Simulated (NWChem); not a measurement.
# UHF/3-21G run of C2H2FSi (SMILES C#C[SiH]F)

Aim: the vertical electron affinity of C2H2FSi at UHF/3-21G, from 2 runs. 

The results are computed with NWChem 7.3.0.

1 further run of the same task is left out (set aside as unsound or not needed). Runs told in other sessions of the task aren't counted.

### 1 The structure to begin with

The species is C2H2FSi (6 atoms), meant as a doublet with charge 0. SMILES: `C#C[SiH]F`. Geometry: relaxed at PBE0-D4/def2-TZVP.

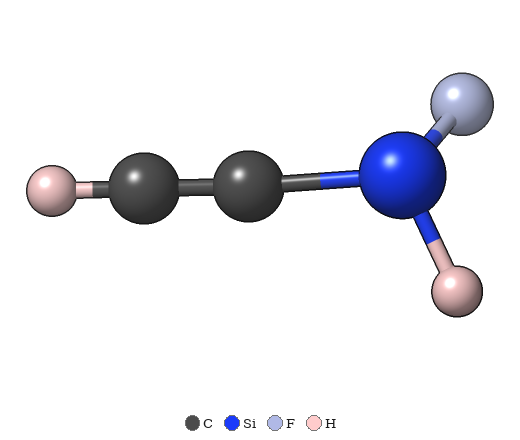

Viewed from a chosen angle; carbon dark grey, silicon blue, fluorine light blue, hydrogen pink.

### 2 Energy and gradient at UHF/3-21G

calc.xyz

```xyz
6
C2H2FSi gradient
C      0.118100    -0.680000    -1.605700
C      0.120400    -0.213700    -0.490100
Si     0.338300     0.466700     1.168800
F     -0.478000    -0.412300     2.226800
H      0.100300    -1.089200    -2.590300
H     -0.157100     1.864400     1.244300
```

calc.nw

```
START calc
TITLE "C2H2FSi gradient"
memory stack 880 mb heap 220 mb global 1100 mb
GEOMETRY units angstrom noautosym nocenter noautoz
 load calc.xyz
END
BASIS spherical bse
 C library 3-21G
 Si library 3-21G
 F library 3-21G
 H library 3-21G
END
SCF
 nopen 1
 uhf
 thresh 1e-08
 maxiter 80
 print low
END
TASK scf gradient
```

Started as:

```console
$ nwchem calc.nw > calc.out
```

Output:

```text
[...]
  functions       =    44
[...]
  wavefunction    = UHF
[...]
         Total SCF energy =   -462.741825486363
      One electron energy =   -899.786765659576
      Two electron energy =    306.468930014027
 Nuclear repulsion energy =    130.576010159185
                       Sz =      0.5000
                 Sz(Sz+1) =      0.7500
                      S^2 =      0.8579
[...]
                         UHF ENERGY GRADIENTS
    atom               coordinates                        gradient
                 x          y          z           x          y          z
   1 C       0.223177  -1.285014  -3.034333    0.003470   0.000573  -0.000350
   2 C       0.227523  -0.403834  -0.926155   -0.003963   0.007632   0.028049
   3 Si      0.639294   0.881935   2.208712   -0.009110  -0.022270   0.002467
   4 F      -0.903289  -0.779134   4.208042    0.012999   0.016728  -0.022035
   5 H       0.189540  -2.058290  -4.894957   -0.000753  -0.004295  -0.010291
   6 H      -0.296876   3.523205   2.351386   -0.002643   0.001633   0.002160
 Task  times  cpu:        5.8s     wall:        5.8s
 Total times  cpu:        5.8s     wall:        5.8s
```

It took 6.6 s on 1 thread of Intel Xeon Platinum 8375C at 2.90GHz (Ice Lake), shared host; peak memory 0.099 GiB.

### 3 The singlet anion: a single-point energy at HF/3-21G

c2h2fsi.nw

```
start c2h2fsi
title "C2H2FSi hf"
memory stack 880 mb heap 220 mb global 1100 mb
charge -1
geometry noautosym nocenter noautoz
   C     0.118100   -0.680000   -1.605700
   C     0.120400   -0.213700   -0.490100
   Si    0.338300    0.466700    1.168800
   F    -0.478000   -0.412300    2.226800
   H     0.100300   -1.089200   -2.590300
   H    -0.157100    1.864400    1.244300
end
basis spherical bse
   * library 3-21G
end
scf
   singlet
   rhf
   thresh 1e-08
   maxiter 80
   print low
end
task scf energy
```

Started as:

```console
$ nwchem c2h2fsi.nw > c2h2fsi.out
```

Output:

```text
[...]
  functions       =    44
[...]
  wavefunction    = RHF
[...]
         Total SCF energy =   -462.731879318746
      One-electron energy =   -908.722916211966
      Two-electron energy =    315.415026734036
 Nuclear repulsion energy =    130.576010159185
        Time for solution =      1.3s
 Task  times  cpu:        1.3s     wall:        1.3s
[...]
```

It took 1.9 s on 1 thread of Intel Xeon Platinum 8375C at 2.90GHz (Ice Lake), shared host; peak memory 0.099 GiB.

### 4 Outcome

At UHF/3-21G:

| quantity | value |
| --- | --- |
| doublet C2H2FSi: total energy | -462.74183 Eh |
| doublet C2H2FSi: ⟨S²⟩ | 0.858 |
| doublet C2H2FSi: largest force on an atom | 1.572 eV/Å |
| singlet anion: total energy | -462.73188 Eh |
| vertical electron affinity (to the singlet anion) | -0.271 eV |

**Reading.** The anion lies 0.27 eV (26.1 kJ/mol) above the neutral: the electron isn't bound at this level, and such a value depends on the basis. Without diffuse functions anions come out too high. Hartree–Fock misses the correlation that binds many anions. The largest force (doublet C2H2FSi) is 1.57 eV/Å: the shape isn't a stationary point for this species at this level. ⟨S²⟩ (doublet C2H2FSi) is 0.86 where a pure doublet has 0.75: the reference is spin-contaminated.
